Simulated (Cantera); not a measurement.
Input: 1 mol TiO2, 1.3 mol C, 0.094 mol CO, held at 10.0 Torr.

Equilibrium computed with Cantera from the NASA thermochemical tables; the gas is ideal and each condensed phase is pure. Candidate condensed phases: C, Ti, TiC, TiO, TiO2, Ti2O3, Ti3O5, Ti4O7; 15 gas species. Mutual solubility and eutectic melting of coexisting phases are not modelled. TiC: taken at fixed stoichiometry. Condensed phases not in the tables: Magnéli phases beyond Ti4O7. Rates play no part.

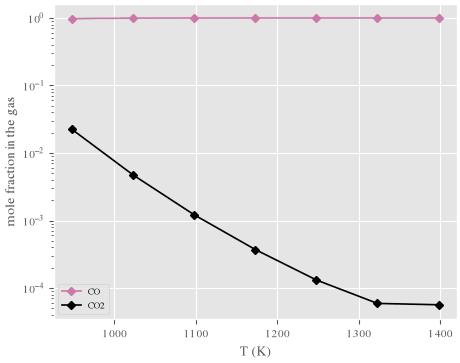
Fig. 1. Equilibrium gas composition (values under 1e-9 drawn at 1e-9)

From 948 K to 1098 K the condensed part is C(graphite) + TiO2(rutile). At 1173 K the condensed part is C(graphite) + Ti4O7(s). At 1248 K the condensed part is C(graphite) + Ti3O5(s). At 1323 K the condensed part is TiC(s) + Ti3O5(s). At 1398 K the condensed part is TiC(s) + Ti2O3(s).
